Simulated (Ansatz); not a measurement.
# GaH3+ (doublet): the correlation ladder at distance Ga1–H3 = 2.118 Å, cc-pVTZ

Aim: climb from Hartree-Fock through coupled cluster and multireference methods for GaH3+ (doublet) at one geometry and basis, and see what each rung misses.

Method: cc-pVTZ, core rule «outside noble gas», up to 14 orbitals frozen; program: Ansatz 0.2.0, Gaussian basis.

Plan: UHF; CCSD(T) on ROHF; CCSD(T) on UHF; BCCD(T) on ROHF; CCSDT(Q) on ROHF; CCSDT(Q) on UHF; CASSCF and NEVPT2, 3 electrons in 3 orbitals.

21 further runs of the same task are left out: 10 for a known fault of the program, 6 that didn't finish, 5 set aside as unsound or not needed.

## 1. What is computed

The geometry derives from a PBE0/def2-TZVP stationary point (not a proven minimum). One bond is set to the value named and the two fragments are kept rigid. No spin-orbit coupling is included. The filled d shell of Ga may be among the frozen orbitals whatever the setting's name suggests; the logs give the count.

4 atoms, charge 1, spin multiplicity 2.

Atoms are counted from 1 here; the program's logs count them from 0.

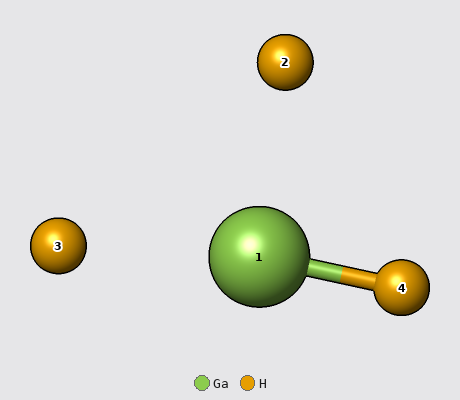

The geometry (gallium green, hydrogen amber); atoms are numbered from 1 in the order of the file.

As a file:

```xyz
4
charge 1, multiplicity 2
Ga    0.0000    0.0247    0.0081
H     0.0000   -2.0479    0.0081
H     0.0000    0.1935   -2.1032
H     0.0000    0.1468    1.5353
```

## 2. UHF

in.yaml reads:

```yaml
crystal:
  periodic: [false, false, false]
  atoms:
    - {symbol: Ga, position_ang: [0.000000, 0.024686, 0.008093]}
    - {symbol: H, position_ang: [0.000000, -2.047905, 0.008093]}
    - {symbol: H, position_ang: [0.000000, 0.193492, -2.103169]}
    - {symbol: H, position_ang: [0.000000, 0.146791, 1.535263]}
basis:
  gaussian: {orbitals: cc-pVTZ}
total_charge: 1
magnetization: {spin_polarized: true, initial_magnetization: 1}
hamiltonian: {xc: hf}
output: {orbitals: {seedname: orbitals}}
```

Launch:

```
ansatz run in.yaml --threads 1 --pin off --events-out ev --progress --plain --max-ram 2393MiB
```

The runs that follow: CCSD(T) on ROHF; CCSD(T) on UHF; BCCD(T) on ROHF; CCSDT(Q) on ROHF; CCSDT(Q) on UHF; CASSCF and NEVPT2, 3 electrons in 3 orbitals.

Before running them: what should the planned runs give, taken together? Wanted: UCCSDT(Q) below the RHF energy; RMP2 from UCCSDT(Q); UMP2 from UCCSDT(Q); RCCSD from UCCSDT(Q); RCCSD(T) from UCCSDT(Q); UCCSD(T) from UCCSDT(Q); RCCSDT(Q) from UCCSDT(Q); NEVPT2 pair from UCCSDT(Q); T1 diagnostic.

As calculated:

```
                         quantity                                                   value
   UCCSDT(Q) below the RHF energy                                              -2.5396 eV
              RMP2 from UCCSDT(Q)                                         +16.48 kcal/mol
              UMP2 from UCCSDT(Q)                                         +19.92 kcal/mol
             RCCSD from UCCSDT(Q)                                          +1.67 kcal/mol
          RCCSD(T) from UCCSDT(Q)                                          +0.46 kcal/mol
          UCCSD(T) from UCCSDT(Q)                                          +0.57 kcal/mol
         RCCSDT(Q) from UCCSDT(Q)                                          -0.06 kcal/mol
       NEVPT2 pair from UCCSDT(Q)                                         +11.40 kcal/mol
levels within 1 kcal/mol (43 meV)  RCCSD(T), UCCSD(T), BCCD(T), RCCSDT, UCCSDT, RCCSDT(Q)
                    T1 diagnostic                                                   0.035
```

In words: RCCSD(T) misses by +0.46 kcal/mol, 0.8 % of the correlation energy. These misses are within one basis, not against nature; the frozen cores of restricted and unrestricted runs differ, which can shift their rows.
